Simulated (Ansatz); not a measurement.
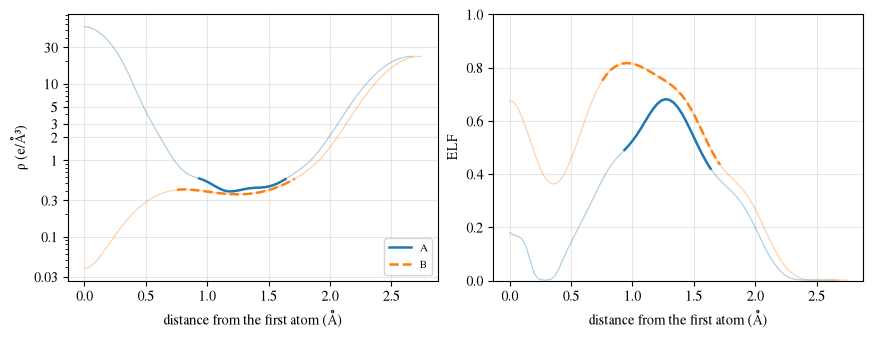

*SiGe2Sb4. Valence electron density and ELF along straight lines between neighbouring atoms. Thin, pale parts lie inside the atomic spheres.*

Space group R-3m; a structure from a database of computed crystals, not necessarily the ambient phase; started from the MgIn2Se4-166 prototype, which need not be the ambient phase.

These are results of Ansatz, DFT, PBEsol, plane waves, PAW, not measurements.

The density is the valence pseudo-density of a PAW calculation; it isn't the true density close to the nuclei.

> Which curve belongs to which contact (Ge–Sb and Si–Sb)? The first atom named is at distance zero.

Curve A: Ge–Sb (2.67 Å): the density is about 0.43 e/Å³ at the midpoint; the ELF peaks at about 0.70 between the atoms. Curve B: Si–Sb (2.74 Å): ρ is about 0.37 e/Å³ halfway; the ELF peaks at about 0.80 in the valence shell of Si, 1.0 Å from its nucleus, and is about 0.70 at the midpoint.
